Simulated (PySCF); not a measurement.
# Kr²⁺: atomic calculation

System: Kr²⁺, configuration 1s2 2s2 2p6 3s2 3p6 3d10 4s2 4p4, multiplicity 3.
Method: unrestricted HF, ANO-RCC-VTZP, spin-free X2C-1e, Gaussian nucleus (PySCF).

Log (extracts):
```
damping factor = 0
level_shift factor = 0
DIIS = <class 'pyscf.scf.diis.CDIIS'>
diis_start_cycle = 1
diis_space = 10
diis_damp = 0
SCF conv_tol = 1e-09
SCF conv_tol_grad = None
number electrons alpha = 18  beta = 16
cycle= 1 E= -2786.84467268729  delta_E= -0.00613  |g|= 0.0325  |ddm|= 0.0662
cycle= 2 E= -2786.84532825476  delta_E= -0.000656  |g|= 0.0114  |ddm|= 0.0218
cycle= 3 E= -2786.84542254395  delta_E= -9.43e-05  |g|= 0.000553  |ddm|= 0.0118
cycle= 4 E= -2786.84542278558  delta_E= -2.42e-07  |g|= 0.000112  |ddm|= 0.000597
cycle= 5 E= -2786.84542279326  delta_E= -7.68e-09  |g|= 3.23e-05  |ddm|= 9.64e-05
cycle= 6 E= -2786.84542279391  delta_E= -6.53e-10  |g|= 4.34e-06  |ddm|= 3.21e-05
converged SCF energy = -2786.84542279391  <S^2> = 2.0079749  2S+1 = 3.0053119
```

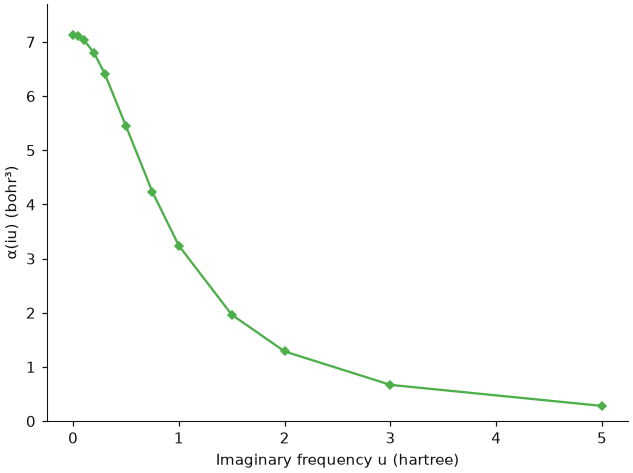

*Dipole polarisability at imaginary frequency of Kr²⁺ ([Ar] 3d¹⁰ 4s² 4p⁴). Coupled response at the HF level; PySCF, ANO-RCC-VTZP, spin-free X2C-1e, unrestricted single determinants, no spin-orbit coupling.*

The static dipole polarisability is 7.13 bohr³; α(iu) falls to half of it near u = 0.91 hartree. The Casimir–Polder integral gives C₆ = 34.9 hartree bohr⁶ for two such species.

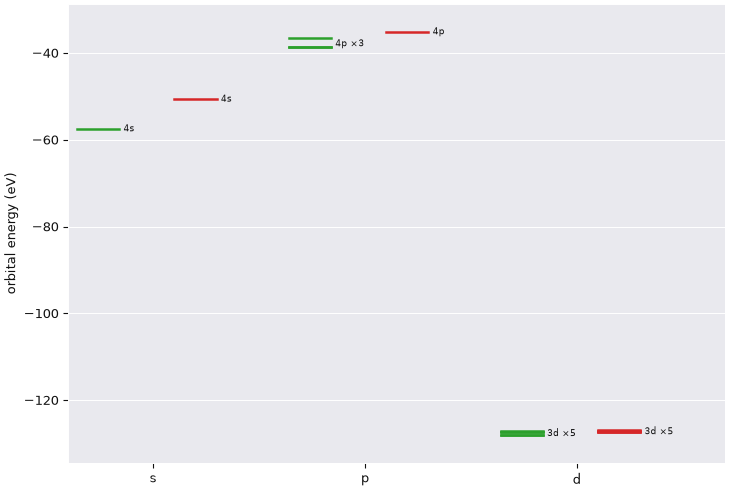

*Orbital energies of the mean field, from the top down to −128.0 eV, by angular momentum, α spin at the left of each column and β at the right; ×n counts the orbitals under one label.*

The highest filled orbital is 4p β at −35.1 eV, the lowest empty one p β at −22.3 eV.

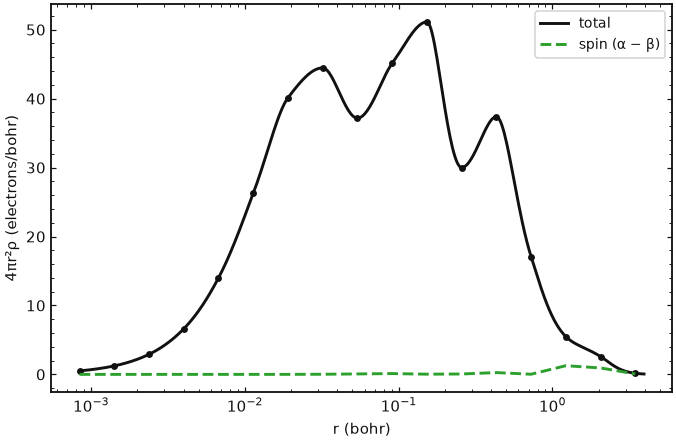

*Spherically averaged radial density 4πr²ρ of the mean field and its spin part; markers are the stored points, which are sparse, and the line is a monotone interpolation between them.*

The largest stored value is 51.1 electrons/bohr at r = 0.15 bohr. Root-mean-square radii of the shells: 2s 0.199, 3s 0.565, 3p 0.581, 3d 0.610, 4s 1.62, 4p 1.87 bohr.

The input:
```python
from pyscf import gto, scf, dft, mp, cc
import basis_set_exchange as bse
mol = gto.M(atom="Kr 0 0 0", charge=2, spin=2, symmetry="D2h",
            basis=gto.basis.parse(bse.get_basis("ANO-RCC-VTZP", elements=["Kr"], fmt="nwchem")),
            nucmod="G")
mf = scf.UHF(mol).sfx2c1e()
mf.irrep_nelec = {'Ag': (6, 6), 'B1g': (1, 1), 'B2g': (1, 1), 'B3g': (1, 1), 'B1u': (3, 2), 'B2u': (3, 3), 'B3u': (3, 2)}
mf.kernel()
```

The script is an equivalent of what the driver set up; the driver started from orbitals of its own, so the log can be shorter than this script's would be, and it computed the properties (radii, ⟨L²⟩, response) afterwards. It held the occupations shell by shell, which the script's counts by irreducible representation don't always enforce.

Results in brief:

- outcome: converged
- total energy: −2786.8454 hartree
- ⟨S²⟩: 2.008
- ⟨L²⟩: 2.03
- static polarisability: 7.13 bohr³
- C₆ of the like pair: 34.9 hartree bohr⁶
- SCF iterations: 6
- hardware: 1 CPU thread, shared host
- CPU time: 2 s (integrals apart)

Notes:

To bear in mind: basis without added diffuse functions.
